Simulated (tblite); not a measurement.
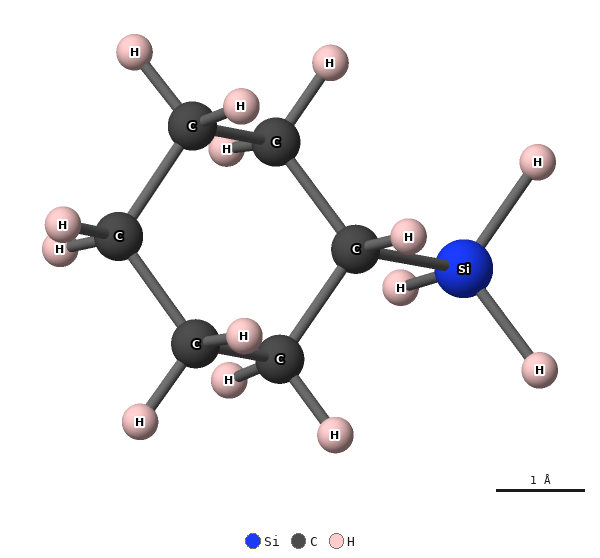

The structure as given in the input (ball-and-stick view, seen at a tilt). Bond lengths as drawn: C–C 1.52 to 1.55 Å, C–H 1.09 to 1.11 Å, C–Si 1.90 Å and H–Si 1.48 to 1.49 Å.

**Geometry relaxation of C₆H₁₄Si**

The run: geometry relaxation of C₆H₁₄Si. Method and program: GFN2-xTB geometry optimisation, gas phase (tblite 0.8.0).

## What the program printed
```
step      E/eV     max force
  0    -591.29535    0.672
  1    -591.32294    0.302
  2    -591.33129    0.236
  3    -591.33737    0.224
  4    -591.34181    0.240
  5    -591.34516    0.134
  6    -591.34769    0.152
  7    -591.34971    0.128
  8    -591.35105    0.103
  9    -591.35199    0.075
 10    -591.35297    0.104
 11    -591.35414    0.106
 12    -591.35535    0.131
 13    -591.35632    0.097
 14    -591.35696    0.071
 15    -591.35740    0.063
 16    -591.35773    0.050
 17    -591.35798    0.042
 18    -591.35817    0.042
 19    -591.35834    0.042
 20    -591.35847    0.026
 21    -591.35856    0.023
 22    -591.35863    0.018
 23    -591.35869    0.022
 24    -591.35875    0.018
 25    -591.35880    0.013
 26    -591.35883    0.011
 27    -591.35885    0.012
 28    -591.35887    0.014
 29    -591.35888    0.009
 30    -591.35889    0.006
 31    -591.35890    0.006
 32    -591.35891    0.009
 33    -591.35892    0.009
 34    -591.35892    0.006
 35    -591.35893    0.007
 36    -591.35894    0.005
 37    -591.35894    0.005
 38    -591.35895    0.005
 39    -591.35895    0.004
 40    -591.35895    0.004
 41    -591.35896    0.004
 42    -591.35896    0.003
```

## Trajectory as extended XYZ (Å, eV, eV/Å), 5 of the 12 frames kept, from step=0 to step=42
```
21
Properties=species:S:1:pos:R:3:forces:R:3 step=0 energy=-591.29535
Si   -2.6531   -0.1238    0.6660   -0.4170   0.2070   0.3530
C    -0.9389   -0.1033   -0.1496    0.5850  -0.1040   0.3130
C    -0.2257    1.2595   -0.0321   -0.5500   0.2160   0.0520
C     1.1299    1.2666   -0.7288    0.1750  -0.2830   0.3760
C     2.0262    0.1476   -0.1757   -0.0100   0.2090  -0.1170
C     1.3467   -1.2140   -0.2898    0.2750  -0.0940   0.1980
C    -0.0121   -1.2180    0.3960   -0.2910   0.1860   0.3780
H    -3.2907   -1.4430    0.4671    0.1360   0.2180   0.0190
H    -2.5300    0.1421    2.1236   -0.0280  -0.0650  -0.3660
H    -3.5136    0.9276    0.0510    0.2760  -0.3070   0.1720
H    -1.1153   -0.3121   -1.2065    0.2120   0.0270  -0.2160
H    -0.8605    2.0412   -0.4892    0.1510  -0.2610   0.1350
H    -0.1104    1.5431    1.0292    0.0420  -0.2550  -0.3150
H     1.6224    2.2287   -0.5762   -0.0130   0.0420   0.0210
H     0.9926    1.1384   -1.7992   -0.0360  -0.1280  -0.1560
H     2.9689    0.1375   -0.7267    0.0260  -0.0340  -0.0530
H     2.2770    0.3585    0.8685   -0.1650  -0.0260  -0.0170
H     1.9931   -1.9835    0.1635   -0.1660   0.1840  -0.0800
H     1.2287   -1.4783   -1.3378   -0.0610   0.0420  -0.1960
H     0.1361   -1.0994    1.4882   -0.0990   0.1290  -0.4490
H    -0.4801   -2.1984    0.2578   -0.0400   0.0970  -0.0510
21
Properties=species:S:1:pos:R:3:forces:R:3 step=11 energy=-591.35414
Si   -2.6438   -0.1178    0.6759    0.0600  -0.0450  -0.0750
C    -0.9227   -0.1086   -0.1609   -0.0980  -0.0100   0.0160
C    -0.2362    1.2509   -0.0281   -0.0120  -0.0440  -0.0290
C     1.1235    1.2544   -0.7230   -0.0060   0.0020  -0.0030
C     2.0212    0.1514   -0.1716    0.0110   0.0000   0.0050
C     1.3430   -1.2096   -0.2914   -0.0070   0.0140  -0.0160
C    -0.0174   -1.2043    0.4016   -0.0140   0.0040  -0.0360
H    -3.2667   -1.4293    0.4716    0.0230   0.0220   0.0130
H    -2.5219    0.1435    2.1130    0.0340  -0.0030  -0.0340
H    -3.4796    0.9160    0.0638    0.0000   0.0220  -0.0020
H    -1.0530   -0.3088   -1.2348   -0.0020   0.0190   0.0870
H    -0.8702    2.0215   -0.4719   -0.0010   0.0510   0.0310
H    -0.1019    1.4949    1.0295    0.0010  -0.0200  -0.0220
H     1.6031    2.2261   -0.5798    0.0100  -0.0070  -0.0440
H     0.9835    1.1010   -1.7974   -0.0070   0.0110   0.0450
H     2.9670    0.1407   -0.7181    0.0240   0.0010   0.0130
H     2.2456    0.3538    0.8781   -0.0260   0.0080   0.0210
H     1.9795   -1.9783    0.1532    0.0060  -0.0180  -0.0230
H     1.2092   -1.4538   -1.3489   -0.0050   0.0030   0.0140
H     0.1247   -1.0497    1.4740    0.0020   0.0150   0.0010
H    -0.4958   -2.1769    0.2647    0.0080  -0.0250   0.0420
21
Properties=species:S:1:pos:R:3:forces:R:3 step=22 energy=-591.35863
Si   -2.6419   -0.1203    0.6622    0.0030   0.0060   0.0080
C    -0.9262   -0.1107   -0.1664    0.0180   0.0020   0.0020
C    -0.2370    1.2466   -0.0255   -0.0010   0.0070  -0.0050
C     1.1196    1.2511   -0.7263    0.0000  -0.0070   0.0060
C     2.0168    0.1524   -0.1654    0.0040  -0.0010   0.0060
C     1.3391   -1.2077   -0.2964   -0.0020   0.0000   0.0030
C    -0.0181   -1.2007    0.4028   -0.0010  -0.0070   0.0010
H    -3.2588   -1.4338    0.4719   -0.0150  -0.0010  -0.0080
H    -2.4927    0.1430    2.0947   -0.0020   0.0030   0.0140
H    -3.4724    0.9240    0.0602   -0.0110  -0.0070  -0.0050
H    -1.0519   -0.3097   -1.2380    0.0050   0.0010  -0.0010
H    -0.8681    2.0317   -0.4490   -0.0050   0.0050   0.0030
H    -0.0953    1.4724    1.0350    0.0090  -0.0010  -0.0130
H     1.6006    2.2243   -0.5994   -0.0060  -0.0060  -0.0110
H     0.9735    1.0860   -1.7971   -0.0010   0.0060   0.0040
H     2.9723    0.1447   -0.6949    0.0070   0.0040   0.0040
H     2.2201    0.3549    0.8890   -0.0020   0.0010   0.0070
H     1.9755   -1.9841    0.1358   -0.0020   0.0040  -0.0100
H     1.1989   -1.4408   -1.3552   -0.0020  -0.0020   0.0030
H     0.1290   -1.0277    1.4724    0.0090   0.0000  -0.0100
H    -0.4918   -2.1787    0.2891   -0.0050  -0.0070   0.0010
21
Properties=species:S:1:pos:R:3:forces:R:3 step=30 energy=-591.35889
Si   -2.6417   -0.1199    0.6638    0.0000   0.0010  -0.0010
C    -0.9254   -0.1106   -0.1651    0.0050   0.0000   0.0010
C    -0.2362    1.2471   -0.0257    0.0010  -0.0010   0.0000
C     1.1197    1.2502   -0.7277    0.0000  -0.0010   0.0030
C     2.0165    0.1526   -0.1636    0.0000   0.0000  -0.0010
C     1.3393   -1.2078   -0.2979   -0.0010   0.0020   0.0020
C    -0.0171   -1.2014    0.4029    0.0010   0.0020   0.0010
H    -3.2645   -1.4304    0.4690   -0.0010  -0.0050   0.0020
H    -2.4917    0.1438    2.0966   -0.0050   0.0000   0.0020
H    -3.4766    0.9193    0.0586   -0.0010   0.0050   0.0010
H    -1.0512   -0.3094   -1.2368    0.0000   0.0000   0.0000
H    -0.8685    2.0327   -0.4469    0.0020  -0.0040   0.0020
H    -0.0905    1.4724    1.0342   -0.0010   0.0020  -0.0030
H     1.6002    2.2239   -0.6038    0.0000  -0.0010  -0.0040
H     0.9729    1.0838   -1.7982    0.0020  -0.0030   0.0040
H     2.9745    0.1463   -0.6888    0.0020   0.0000   0.0010
H     2.2155    0.3549    0.8919   -0.0050  -0.0010  -0.0030
H     1.9762   -1.9849    0.1317   -0.0010   0.0010  -0.0050
H     1.1980   -1.4391   -1.3570    0.0020   0.0030   0.0020
H     0.1335   -1.0273    1.4716   -0.0010  -0.0040  -0.0020
H    -0.4920   -2.1794    0.2909    0.0020   0.0030   0.0000
21
Properties=species:S:1:pos:R:3:forces:R:3 step=42 energy=-591.35896
Si   -2.6422   -0.1197    0.6642    0.0000   0.0000   0.0020
C    -0.9249   -0.1105   -0.1637   -0.0010   0.0000  -0.0010
C    -0.2355    1.2472   -0.0257    0.0010   0.0000   0.0000
C     1.1199    1.2494   -0.7284    0.0010   0.0000   0.0000
C     2.0166    0.1530   -0.1624    0.0010   0.0000   0.0000
C     1.3397   -1.2071   -0.2988    0.0010   0.0010   0.0000
C    -0.0163   -1.2018    0.4028    0.0000   0.0000   0.0000
H    -3.2649   -1.4308    0.4704    0.0020   0.0020  -0.0010
H    -2.4970    0.1439    2.0976    0.0010   0.0000   0.0010
H    -3.4762    0.9208    0.0594    0.0020  -0.0010  -0.0010
H    -1.0512   -0.3093   -1.2353   -0.0020   0.0000  -0.0010
H    -0.8679    2.0322   -0.4477   -0.0010   0.0000   0.0000
H    -0.0894    1.4741    1.0337   -0.0010   0.0010   0.0010
H     1.6004    2.2234   -0.6077   -0.0010   0.0010  -0.0010
H     0.9729    1.0799   -1.7983    0.0000   0.0000   0.0010
H     2.9760    0.1474   -0.6850    0.0010   0.0000  -0.0010
H     2.2124    0.3551    0.8936   -0.0020   0.0000   0.0010
H     1.9769   -1.9854    0.1281   -0.0010  -0.0010  -0.0010
H     1.1976   -1.4357   -1.3583    0.0010   0.0000   0.0000
H     0.1349   -1.0296    1.4717   -0.0010  -0.0010   0.0020
H    -0.4909   -2.1796    0.2894   -0.0010   0.0000   0.0000
```

This output came from the following input.

## Input file
```
{"job": {"xc": "GFN2-xTB", "basis": "xTB", "kind": "relax"}, "charge": 0, "multiplicity": 1}
Si    -2.653100    -0.123800     0.666000
C     -0.938900    -0.103300    -0.149600
C     -0.225700     1.259500    -0.032100
C      1.129900     1.266600    -0.728800
C      2.026200     0.147600    -0.175700
C      1.346700    -1.214000    -0.289800
C     -0.012100    -1.218000     0.396000
H     -3.290700    -1.443000     0.467100
H     -2.530000     0.142100     2.123600
H     -3.513600     0.927600     0.051000
H     -1.115300    -0.312100    -1.206500
H     -0.860500     2.041200    -0.489200
H     -0.110400     1.543100     1.029200
H      1.622400     2.228700    -0.576200
H      0.992600     1.138400    -1.799200
H      2.968900     0.137500    -0.726700
H      2.277000     0.358500     0.868500
H      1.993100    -1.983500     0.163500
H      1.228700    -1.478300    -1.337800
H      0.136100    -1.099400     1.488200
H     -0.480100    -2.198400     0.257800
```

The first line tells a small driver script what to run in tblite; the rest is the geometry in Å.

Launched with:
```bash
OMP_NUM_THREADS=1 python <driver script> task.json out
```

## Summary

```tsv
quantity	value
outcome	converged
total energy	−591.3590 eV
hardware	1 CPU thread, shared host
wall time	0.51 s
peak memory	0.18 GiB
```
